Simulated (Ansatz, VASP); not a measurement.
# Cross-check of ZnO (zincite) between VASP and Ansatz, part 2 of 3

One calculation is typed for both programs; each brings its own data sets. How far apart do they land?  Valence electrons are named where the data sets of a main pair hold unlike numbers.

VASP 6.6.1 and Ansatz 0.2.0.

So far: Starting point; VASP: band structure, r2SCAN-EpsX with an exact-exchange share of 0.171.

**3. Ansatz: band structure, r2SCAN-EpsX with an exact-exchange share of 0.171**

Level of this step: Ansatz beside VASP: Kohn-Sham DFT, plane waves, r2SCAN-EpsX (Ansatz).

Ansatz runs on its default PAW (the set named soft_2) files.

The same cell, functional, mesh and smearing now go to Ansatz, which takes its cutoff from its data sets.

Input file input.yaml:

```yaml
crystal:
  lattice:
    - [3.249308, 0.0, 0.0]
    - [-1.624654, 2.8139832727, 0.0]
    - [0.0, 0.0, 5.205709]
  atoms:
    - { symbol: Zn, position: [0.3333333333, 0.6666666667, 0.5] }
    - { symbol: Zn, position: [0.6666666667, 0.3333333333, 0.0] }
    - { symbol: O, position: [0.6666666667, 0.3333333333, 0.37901] }
    - { symbol: O, position: [0.3333333333, 0.6666666667, 0.87901] }
hamiltonian:
  xc: { exchange: r2scan, correlation: r2scan, exx: { coeff: 0.171 } }
  pseudopotentials: { kind: paw }
kpoints:
  mp_grid: { grid: [5, 5, 3] }
  band_path:
    path:
      - [0.0, 0.0, 0.0]
      - [0.4, 0.0, 0.0]
      - [0.4, 0.2, 0.0]
      - [0.2, 0.2, 0.0]
      - [0.0, 0.0, 0.1]
      - [0.0, 0.0, 0.5]
      - [0.4, 0.0, 0.5]
      - [0.4, 0.2, 0.5]
      - [0.2, 0.2, 0.5]
      - [0.5, 0.0, 0.4]
      - [0.33333, 0.33333, 0.0]
      - [0.33333, 0.33333, 0.5]
    npoints: 1
scf:
  occupations: { method: gaussian, width: 0.02 }
  n_extra_bands: 8
output:
  forces: true
  stress: true
  eigenvalues: true
```

On the command line:

```sh
$ ansatz run input.yaml --threads 4 --pin off --max-ram 9216MiB --backend cpu --events-out ev --progress --plain --runs-dir out
```

Numbers of over 12 decimals in the logs are rounded to 6 here.

Log:

```text
Warning: output.stress: scf.convergence.dr2_threshold = 1e-7 eV (the SCF's general default) is looser than the 4e-10 eV advised for a printed stress (1e-10 eV for each atom of the cell: 4). What an SCF threshold leaves in a stress goes as its square root, and in the free energy as the threshold itself, and one threshold admits the most on a small cell: [figures from the program's tests cut] Set scf.convergence.dr2_threshold to 4e-10 eV or tighter. The threshold is an SCF's pass mark: one that does not reach it within its budget of iterations ends unconverged, or closes short of it on a stop that the run arms, and scf.convergence.dr2_threshold's page says what that costs each kind of run
Warning: output.stress: scf.exx.energy_threshold = 1e-6 eV is looser than the 4e-8 eV advised for a stress under a hybrid functional (1e-8 eV for each atom of the cell: 4). Every SCF of the exchange loop can meet its threshold on dr2 while the loop round them stops early: no threshold on dr2 bounds what that leaves in the stress. Set scf.exx.energy_threshold to 4e-8 eV or tighter. The threshold is the loop's pass mark: a loop that does not reach it within its budget of cycles ends unconverged, and scf.exx.energy_threshold's page has the law
scf.n_extra_bands = 8 over 18 filled bands (N_el = 36.0): the run solves 26 bands
Engine: ansatz 0.2.0, aarch64-unknown-linux-gnu
Pseudopotentials: kind: paw
Pseudopotential: Zn, paw, valence charge 12, recommended cutoff 500 eV (meta_gga), Zn.paw.azcp
Pseudopotential: O, paw, valence charge 6, recommended cutoff 500 eV (meta_gga), O.paw.azcp
Functional definition: unnamed
  parameter a_1 = 0.171
  exchange = (1 - a_1)*r2scan_x + a_1*exact_x
  correlation = r2scan_c
Crystal: 4 atoms, lattice volume = 47.598 Å³
Basis set: ecut = 500 eV, 1213 PW (Γ), exchange–correlation on 96×96×160 points (64 copies of the dense FFT grid, shifted against one another)
Bands: 26, of which v1, the nominal top of the filled ones, is band 18 counted from 1 (17 counted from 0)
Symmetry: 12 space group operations
Space group: P63mc (ITA 186), of the structure as read, at distance tolerance 3.6e-5 Å
k-points: 10 of 75 (time reversal used)
Non-local potential: Zn, projectors of the file, l = 0: 2, l = 1: 2, l = 2: 3, l = 3: 1
Non-local potential: O, projectors of the file, l = 0: 2, l = 1: 2, l = 2: 1
PAW form: soft (Blöchl's): semilocal exchange-correlation on the pseudo side does not see the compensation charge
PAW frozen core: Zn, regenerated for the run's functional, and the local potential with it (the file was generated under x = pbe(κ = 0.804, μ = 0.219515), c = pbe(β = 0.066725))
PAW frozen core: O, regenerated for the run's functional, and the local potential with it (the file was generated under x = pbe(κ = 0.804, μ = 0.219515), c = pbe(β = 0.066725))
PAW one-centre angular grid: Zn, 590 points (default); XC on 261 of its mesh's 2673 points in the sphere
PAW one-centre angular grid: O, 302 points (default); XC on 160 Gauss nodes
Initial density: superposition of atomic densities (neutral atoms: chi_scale 0, normalization atom), corrected by the library's trained network
Initial wavefunctions: pseudopotential atomic-orbital guess
Functional: x = r2scan, c = r2scan; τ floored in thin density (d = 2e-4 eV/Å³), warm-up for x = 0.829 r2scan + 0.171 exact, c = r2scan; τ floored in thin density (d = 2e-4 eV/Å³)
SCF iter   1: F=—  HF=-7789.840533 eV  |F-HF|=—  |Δ(HF+E_count)|=         —  Δρ=2.12e-2  dr2=1.05e-1  dr2_τ=9.80e-2  ethr=1.77e-3  ⟨swp⟩=11.4  Hψ=1359  notcnv=0
preconditioner: auto → none  [insulator: Δε(μ)=1.389 eV  Ē_g=16.407 eV  σ=0.020 eV  W_gap=1.00  n_scr=22 (ndim 8)  ℏωp=32.3 eV  f_vac=0.034  D(μ)=0.00/eV (n_scr^D=0)]
iter 2 solved again at ethr=2.00e-5 eV; its pass at ethr=2.90e-4 eV (dr2=7.20e-3 eV) is discarded
SCF iter   2: F=—  HF=-7789.859476 eV  |F-HF|=—  |Δ(HF+E_count)|=   1.89e-2  Δρ=4.46e-3  dr2=7.22e-3  dr2_τ=7.65e-4  ethr=2.00e-5  ⟨swp⟩=2.0  Hψ=1340  notcnv=0
SCF iter   3: F=—  HF=-7789.853964 eV  |F-HF|=—  |Δ(HF+E_count)|=   5.51e-3  Δρ=4.08e-3  dr2=2.81e-3  dr2_τ=2.06e-4  ethr=2.00e-5  ⟨swp⟩=4.0  Hψ=905  notcnv=0
SCF iter   4: F=—  HF=-7789.854210 eV  |F-HF|=—  |Δ(HF+E_count)|=   2.45e-4  Δρ=1.65e-3  dr2=1.06e-3  dr2_τ=1.25e-4  ethr=7.80e-6  ⟨swp⟩=3.0  Hψ=557  notcnv=0
SCF iter   5: F=-7789.853996 eV  HF=-7789.854002 eV  |F-HF|=6.69e-6  |Δ(HF+E_count)|=   2.07e-4  Δρ=1.27e-4  dr2=8.50e-6  dr2_τ=1.05e-6  ethr=2.95e-6  ⟨swp⟩=3.2  Hψ=529  notcnv=0
SCF 1 stopped early in 5 iterations: F = -7789.853996 eV  dr2 = 8.50e-6
  greatest PAW one-centre occupation: 0.987 electrons in one spin orbital (limit 2), on the Zn atom at site 1 (counted from 0), in its partial waves of l = 2
Initial density: handed on by an earlier stage of this run
Initial wavefunctions: those handed on with the density
Functional: x = 0.829 r2scan + 0.171 exact, c = r2scan; τ floored in thin density (d = 2e-4 eV/Å³)
Frozen-core exchange: fock
SCF iter   1: F=—  HF=-7787.390730 eV  |F-HF|=—  |Δ(HF+E_count)|=         —  Δρ=1.30e-2  dr2=4.46e-2  dr2_τ=1.03e-4  ethr=2.36e-7  ⟨swp⟩=6.6  Hψ=1343  notcnv=0
preconditioner: auto → none  [insulator: Δε(μ)=2.843 eV  Ē_g=18.599 eV  σ=0.020 eV  W_gap=1.00  n_scr=22 (ndim 8)  ℏωp=32.3 eV  f_vac=0.039  D(μ)=0.00/eV (n_scr^D=0)]
SCF iter   2: F=—  HF=-7787.377207 eV  |F-HF|=—  |Δ(HF+E_count)|=   1.35e-2  Δρ=1.86e-3  dr2=2.04e-3  dr2_τ=6.53e-5  ethr=2.36e-7  ⟨swp⟩=4.5  Hψ=972  notcnv=0
SCF iter   3: F=—  HF=-7787.382830 eV  |F-HF|=—  |Δ(HF+E_count)|=   5.62e-3  Δρ=1.44e-3  dr2=6.30e-4  dr2_τ=3.37e-5  ethr=2.36e-7  ⟨swp⟩=4.0  Hψ=841  notcnv=0
SCF iter   4: F=—  HF=-7787.382671 eV  |F-HF|=—  |Δ(HF+E_count)|=   1.59e-4  Δρ=3.70e-4  dr2=4.14e-5  dr2_τ=2.87e-6  ethr=2.36e-7  ⟨swp⟩=4.0  Hψ=800  notcnv=0
SCF iter   5: F=—  HF=-7787.382787 eV  |F-HF|=—  |Δ(HF+E_count)|=   1.16e-4  Δρ=2.11e-4  dr2=2.45e-5  dr2_τ=1.27e-6  ethr=5.62e-8  ⟨swp⟩=3.0  Hψ=501  notcnv=0
SCF iter   6: F=-7787.382779 eV  HF=-7787.382780 eV  |F-HF|=1.23e-6  |Δ(HF+E_count)|=   6.59e-6  Δρ=6.27e-5  dr2=1.26e-6  dr2_τ=1.10e-7  ethr=5.62e-8  ⟨swp⟩=3.0  Hψ=483  notcnv=0
SCF 2 stopped early in 6 iterations: F = -7787.382779 eV  dr2 = 1.26e-6
  Residual-converged pass: ⟨swp⟩=4.0  Hψ=762  notcnv=0  max |occ|·‖R‖ = 5.8e-6 eV (tolerance 6.7e-6 eV)  dr2=1.26e-6  dr2_τ=1.30e-7  dr2_onsite=4.44e-7  max |Δocc| = 0.0e0
  greatest PAW one-centre occupation: 0.988 electrons in one spin orbital (limit 2), on the Zn atom at site 0 (counted from 0), in its partial waves of l = 2
hybrid outer 1: dexx = +6.072e-3 eV, tail = 1.53e-5 eV
Frozen-core exchange: fock
SCF iter   1: F=—  HF=-7787.382548 eV  |F-HF|=—  |Δ(HF+E_count)|=         —  Δρ=6.40e-5  dr2=1.21e-6  dr2_τ=1.01e-8  ethr=2.13e-7  ⟨swp⟩=3.5  Hψ=605  notcnv=0
preconditioner: auto → none  [insulator: Δε(μ)=2.800 eV  Ē_g=18.466 eV  σ=0.020 eV  W_gap=1.00  n_scr=22 (ndim 8)  ℏωp=32.3 eV  f_vac=0.045  D(μ)=0.00/eV (n_scr^D=0)]
SCF iter   2: F=—  HF=-7787.382548 eV  |F-HF|=—  |Δ(HF+E_count)|=   8.43e-9  Δρ=7.14e-6  dr2=3.79e-8  dr2_τ=2.49e-9  ethr=2.85e-9  ⟨swp⟩=4.0  Hψ=703  notcnv=0
SCF iter   3: F=—  HF=-7787.382548 eV  |F-HF|=—  |Δ(HF+E_count)|=   1.47e-7  Δρ=3.49e-6  dr2=3.98e-9  dr2_τ=1.05e-10  ethr=5.03e-11  ⟨swp⟩=3.4  Hψ=700  notcnv=0
SCF iter   4: F=-7787.382548 eV  HF=-7787.382548 eV  |F-HF|=1.02e-9  |Δ(HF+E_count)|=  5.74e-10  Δρ=1.51e-6  dr2=1.23e-9  dr2_τ=6.91e-11  ethr=7.94e-12  ⟨swp⟩=3.0  Hψ=515  notcnv=0
SCF 3 converged in 4 iterations: F = -7787.382548 eV  dr2 = 1.23e-9
  Residual-converged pass: ⟨swp⟩=4.0  Hψ=645  notcnv=0  max |occ|·‖R‖ = 6.2e-7 eV (tolerance 6.3e-7 eV)  dr2=1.29e-9  dr2_τ=7.13e-11  dr2_onsite=5.47e-10  max |Δocc| = 0.0e0
  greatest PAW one-centre occupation: 0.988 electrons in one spin orbital (limit 2), on the Zn atom at site 1 (counted from 0), in its partial waves of l = 2
hybrid outer 2: dexx = +1.487e-7 eV, tail = 5.72e-9 eV, Δε = 3.61e-3 eV (about 1.05e-4 eV left of the loop's levels), ΔF = 2.76e-4 eV/Å (tail 1.36e-4)
NSCF: frozen V_eff on 12 k-points
hybrid SCF converged: 2 outer / 10 inner (+5 warm-up), last move |dexx| = 1.49e-7 eV, tail = 5.72e-9 eV
Stability not checked: this state was not tested for a lower state beside it, because the functional holds exact exchange (a hybrid, or Hartree-Fock), whose exchange loop this test does not read (fock_operator; see scf.lower_state_search)
Free energy (F): -7787.382548 eV
Frozen-core exchange: fock
Harris-Foulkes:  -7787.382548 eV  (|F-HF|=1.02e-9)
Internal energy: -7787.382548 eV  (E = F + TS)
E sigma→0 (E₀):  -7787.382548 eV
Fermi energy:    7.161722 eV
--- Per-component energies (eV) ---
  E_band       = -10.565603
  E_kinetic    = 613.023699
  E_local      = -4028.761297  (includes V_loc(G=0)·N_el)
  E_nonlocal   = 1345.948739
  E_hartree    = 1667.904267
  E_xc         = -331.247450
  E_vxc        = -263.416134  (∫ρ·V_xc dr)
  E_exx        = -94.304849  (= α·E_x^exact, valence–valence)
  E_paw        = -3997.770778  (= ΣΔE_a)
  E_vpaw       = -839.092435  (= ΣTr[D̂ρ^β])
  E_aug_tail   = 0.001781  (compensation charges beyond the density's cutoff)
  E_vtau       = 14.530870  (kinetic-family band-sum trace: ∫τ·v_τ [+ j·A + Jᵃ·Aᵃ] dr)
  E_ewald      = -2962.594745
  E_core_change = 0.418083  (= ΣΔE_core)
  E_smearing   = -0.000000  (= −TS)
  E_closure    = 0.000004  (closes the sum)
  Σ components = -7787.382548   (vs F -7787.382548, Δ=-9.09e-13)
--- Forces (eV/Å), atoms counted from 1 ---
  atom   1  Zn    -0.00000000    -0.00000000    -0.07662975
  atom   2  Zn     0.00000000     0.00000000    -0.07662975
  atom   3  O     -0.00000000    -0.00000000     0.07675219
  atom   4  O     -0.00000000     0.00000000     0.07675219
  max |Σ_I F_I| component: 2.45e-4 eV/Å
--- Stress (GPa, compression-positive) ---
       -3.030633       0.000000      -0.000000
        0.000000      -3.030633      -0.000000
       -0.000000      -0.000000      -1.715543
  P = ⅓ Tr σ = -2.5923 GPa (-25.923 kbar)
--- Band table (eV; the first three rows and the last of 10) ---
  k-point 0: bands = [... 14 lower, 4.8974, 5.6976, 5.7613, 5.7613, 8.5621, 13.3696, 16.4419, 21.2677, ... 4 higher]
  k-point 1: bands = [... 14 lower, 5.1167, 5.1167, 5.5483, 5.5483, 10.1894, 12.3642, 17.3476, 19.9245, ... 4 higher]
  k-point 2: bands = [... 14 lower, 4.3716, 4.3843, 5.4007, 5.4799, 10.4313, 14.8131, 16.3047, 18.5081, ... 4 higher]
  k-point 9: bands = [... 14 lower, 2.8193, 3.7666, 4.0363, 4.5196, 14.5853, 15.1831, 16.3404, 17.2054, ... 4 higher]
```

The job ended after 44 s (4 threads of Arm Neoverse V2, shared host; peak memory 1 GiB).

**4. Comparison**

Known differences besides the potentials themselves: exact exchange at q = 0 is treated differently, which shows on coarse meshes; VASP keeps PBE cores, Ansatz makes them for the functional; the cutoff is 500 eV in Ansatz and 520 eV in VASP; VASP takes a coarser grid for exact exchange (PRECFOCK = Fast). Total energies have different zeros and are not compared.

The two programs side by side:

```
                     quantity  Ansatz   VASP  difference
gap over the path points (eV)   2.801  2.781      +0.020
```

Forces (eV/Å; atoms numbered as in POSCAR):

```
atom        Ansatz x, y, z          VASP x, y, z
 Zn1  0.000, 0.000, -0.077  0.000, 0.000, -0.088
 Zn2  0.000, 0.000, -0.077  0.000, 0.000, -0.088
  O3   0.000, 0.000, 0.077   0.000, 0.000, 0.088
  O4   0.000, 0.000, 0.077   0.000, 0.000, 0.088
```

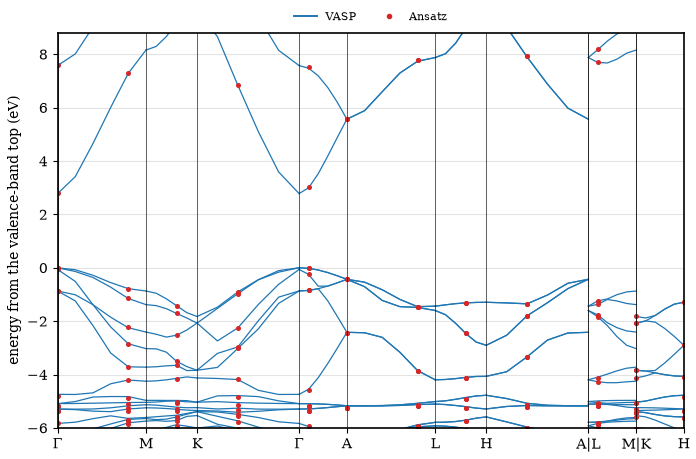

Bands from VASP (lines) and levels from Ansatz (dots). Dots without a line are higher empty bands that the VASP plot leaves out.

Levels at points of the path, from each program's valence-band top (eV; 4 filled, then empty):

```
k (reciprocal lattice)                                    Ansatz                                     VASP
     0.000 0.000 0.000     -0.86 -0.06 0.00 0.00 2.80 7.61 10.68    -0.87 -0.06 0.00 0.00 2.78 7.58 10.67
     0.400 0.000 0.000    -2.85 -2.23 -1.15 -0.78 7.31 9.74 9.88   -2.85 -2.25 -1.15 -0.78 7.29 9.70 9.85
     0.400 0.200 0.000    -3.48 -2.52 -1.71 -1.42 9.20 9.76 9.85   -3.51 -2.53 -1.71 -1.42 9.18 9.72 9.82
     0.200 0.200 0.000  -2.98 -2.25 -0.97 -0.90 6.85 10.00 11.04  -2.96 -2.25 -0.97 -0.90 6.84 9.97 11.01
     0.000 0.000 0.100   -0.84 -0.25 -0.02 -0.02 3.02 7.51 10.77  -0.85 -0.25 -0.02 -0.02 3.00 7.48 10.75
     0.000 0.000 0.500   -0.43 -0.43 -0.43 -0.43 5.58 5.58 12.68  -0.43 -0.43 -0.43 -0.43 5.57 5.57 12.65
     0.400 0.000 0.500   -1.48 -1.48 -1.45 -1.45 7.77 7.77 11.21  -1.48 -1.48 -1.46 -1.46 7.74 7.74 11.19
     0.400 0.200 0.500   -2.46 -2.46 -1.31 -1.31 9.01 9.01 11.07  -2.46 -2.46 -1.31 -1.31 8.98 8.98 11.05
     0.200 0.200 0.500   -1.79 -1.79 -1.35 -1.35 7.92 7.92 11.60  -1.80 -1.80 -1.35 -1.35 7.90 7.90 11.57
     0.500 0.000 0.400   -1.83 -1.76 -1.36 -1.24 7.72 8.21 10.84  -1.84 -1.77 -1.37 -1.24 7.69 8.17 10.83
```

The forces differ by 6.7 meV/Å r.m.s., which is 13.2 % of the r.m.s. force of 0.051 eV/Å (both taken over all components). Among the levels compared at these points, filled levels agree within 20 meV and empty ones within 37 meV.

**5. VASP: band structure, B3LYP with an exact-exchange share of 0.2**

The same path points are solved in both programs, so levels can be compared one by one.

The run reads the wave functions of an earlier VASP run, which isn't shown here.

Input file INCAR:

```
SYSTEM = ZnO
PREC = Accurate
ENCUT = 520
EDIFF = 1E-06
NELM = 100
ISMEAR = 0
SIGMA = 0.02
LREAL = .FALSE.
ALGO = Normal
LHFCALC = .TRUE.
AEXX = 0.2
GGA = B3
AGGAX = 0.72
AGGAC = 0.81
ALDAC = 0.19
LASPH = .TRUE.
NBANDS = 24
PRECFOCK = Fast
HFRCUT = -1
LORBIT = 11
LWAVE = .FALSE.
LCHARG = .FALSE.
KPAR = 8
```

Input file POSCAR:

```
ZnO
1.0
    3.2493080000      0.0000000000      0.0000000000
   -1.6246540000      2.8139832727      0.0000000000
    0.0000000000      0.0000000000      5.2057090000
Zn O
2 2
Direct
    0.3333333333      0.6666666667      0.5000000000
    0.6666666667      0.3333333333      0.0000000000
    0.6666666667      0.3333333333      0.3790100000
    0.3333333333      0.6666666667      0.8790100000
```

Input file KPOINTS:

```
Automatic mesh
0
Gamma
5 5 3
0 0 0
```

Input file KPOINTS_OPT:

```
Line mode
6
Line-mode
Reciprocal
  0.00000000   0.00000000   0.00000000 GAMMA
  0.50000000   0.00000000   0.00000000 M

  0.50000000   0.00000000   0.00000000 M
  0.33333333   0.33333333   0.00000000 K

  0.33333333   0.33333333   0.00000000 K
  0.00000000   0.00000000   0.00000000 GAMMA

  0.00000000   0.00000000   0.00000000 GAMMA
  0.00000000   0.00000000   0.50000000 A

  0.00000000   0.00000000   0.50000000 A
  0.50000000   0.00000000   0.50000000 L

  0.50000000   0.00000000   0.50000000 L
  0.33333333   0.33333333   0.50000000 H

  0.33333333   0.33333333   0.50000000 H
  0.00000000   0.00000000   0.50000000 A

  0.50000000   0.00000000   0.50000000 L
  0.50000000   0.00000000   0.00000000 M

  0.33333333   0.33333333   0.00000000 K
  0.33333333   0.33333333   0.50000000 H
```

Potentials, in the order of the species: Zn and O (PBE family, release 64).

On the command line:

```sh
$ mpirun -np 8 vasp_std
```

Log:

```text
[banner, memory and clock lines left out]
running    8 mpi-ranks, on    1 nodes
[...]
[... a notice as in an earlier step ...]

 [... a notice as in an earlier step ...]

 LDA part: xc-table for (Slater(with rela. corr.)+VWN3), standard interpolation
 found WAVECAR, reading the header
 POSCAR, INCAR and KPOINTS ok, starting setup
[...]
HFRCUT set to (new)   9.481018
 reading WAVECAR
 the WAVECAR file was read successfully
 initial charge from wavefunction
 entering main loop
       N       E                     dE             d eps       ncg     rms          rms(c)
DAV:   1    -0.215678025779E+02   -0.21568E+02   -0.60602E-01   552   0.269E+01    0.180E+00
DAV:   2    -0.215364135897E+02    0.31389E-01   -0.38703E-01   496   0.769E+00    0.595E-01
DAV:   3    -0.215367755661E+02   -0.36198E-03   -0.35871E-02   608   0.223E+00    0.354E-01
DAV:   4    -0.215370068292E+02   -0.23126E-03   -0.13280E-03   680   0.754E-01    0.206E-01
[...]
DAV:   9    -0.215368174106E+02    0.11549E-05   -0.94009E-07   352   0.131E-02    0.137E-02
DAV:  10    -0.215368169155E+02    0.49507E-06   -0.10861E-06   272   0.108E-02
   1 F= -.21536817E+02 E0= -.21536817E+02  d E =-.141330E-44
 Start KPOINTS_OPT (optional k-point list driver)
k-point batch [1-10\54]
       N       E                     dE             ncg
DAV:   1     0.120831618229E+04   -0.83516E+04      480
DAV:   2    -0.185759695237E+04   -0.30659E+04      528
DAV:   3    -0.216451721563E+04   -0.30692E+03      536
DAV:   4    -0.217206155611E+04   -0.75443E+01      584
DAV:   5    -0.217212989851E+04   -0.68342E-01      624
DAV:   6    -0.217213051210E+04   -0.61360E-03      584
DAV:   7    -0.217213051932E+04   -0.72170E-05      560
DAV:   8    -0.217213051943E+04   -0.11375E-06      416
[...]
k-point batch [51-54\54]
       N       E                     dE             ncg
DAV:   1     0.878605857336E+04   -0.55482E+04      192
DAV:   2     0.757514004933E+04   -0.12109E+04      216
DAV:   3     0.745067651270E+04   -0.12446E+03      208
DAV:   4     0.744773912178E+04   -0.29374E+01      208
DAV:   5     0.744771395495E+04   -0.25167E-01      224
DAV:   6     0.744771376565E+04   -0.18930E-03      224
DAV:   7     0.744771376376E+04   -0.18903E-05      176
DAV:   8     0.744771376373E+04   -0.34325E-07      128
```

[end of part 2 of 3]

[Lines on the potential files, build, host, timing and source positions are cut from VASP's logs without a mark.]

[Logs are printed without paths, hosts, clocks, repeated set-up lines and the standing remarks that a program may print on its own settings, such as how far it seeks lower states.]

[Hosts, paths, dates, database ids (printed as entryN), source tags and the programs' standing remarks are cut or masked in the printed files.]
